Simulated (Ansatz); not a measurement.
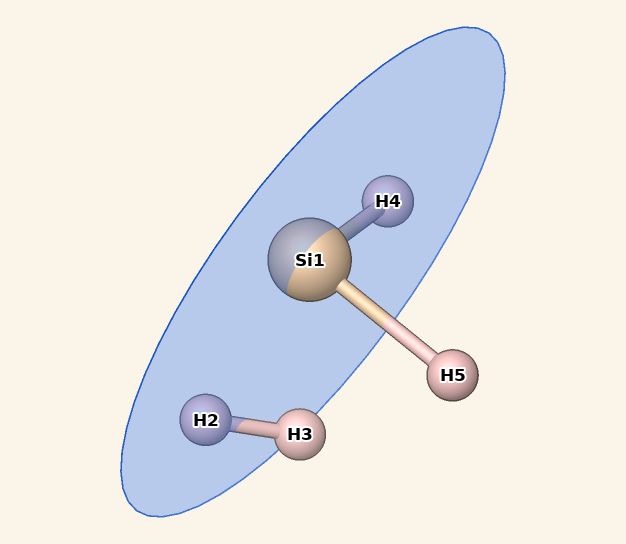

A disc through the centre of mass is drawn in. Depth is shown by fading: the farther an atom, the more it takes the colour of the background. The geometry was computed by an optimisation with PBE0-D4/def2-TZVP.

Is the plane of the disc a mirror plane of the structure?

No. The point group is Cs, with 1 mirror plane, and this plane isn't one of its mirror planes.
